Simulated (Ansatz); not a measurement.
```cif
data_structure
_symmetry_space_group_name_H-M 'P 1'
_symmetry_Int_Tables_number 1
_cell_length_a 4.6023
_cell_length_b 4.6023
_cell_length_c 3.2598
_cell_angle_alpha 90.000
_cell_angle_beta 90.000
_cell_angle_gamma 120.000
_cell_volume 59.80
loop_
_atom_site_label
_atom_site_type_symbol
_atom_site_fract_x
_atom_site_fract_y
_atom_site_fract_z
_atom_site_occupancy
Hf1 Hf 0.66667 0.33333 0.00000 1
Ti1 Ti 0.00000 0.00000 0.50000 1
Se1 Se 0.33333 0.66667 0.00000 1
```

Space group P-6m2; a structure generated by program, which may or may not match a known phase; spin-polarised.

Level of theory: DFT PBE, scalar-relativistic, plane waves, PAW in Ansatz.

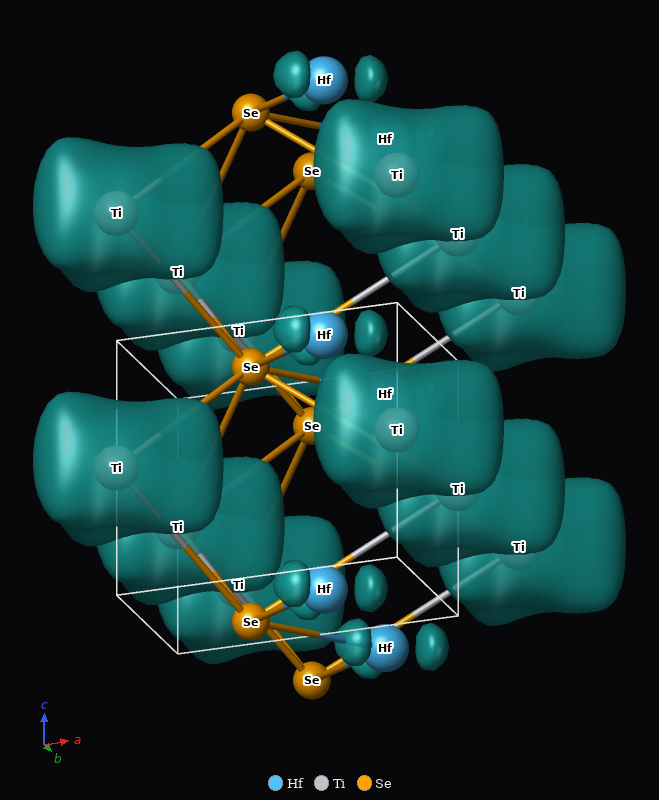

HfTiSe. Isosurface of the magnetisation density (up minus down) at +0.04 e/Å³ (teal), seen at an oblique angle. Sticks mark near contacts.

> Describe the spin distribution.

The spin density sits on Ti: +0.8 μB in one cell of 3 atoms, with smaller moments on other sites: Hf (up to +0.12 μB): parallel main moments (a ferromagnetic arrangement) in this solution. The cell of the calculation (3 atoms) carries 1.2 μB of net spin moment.
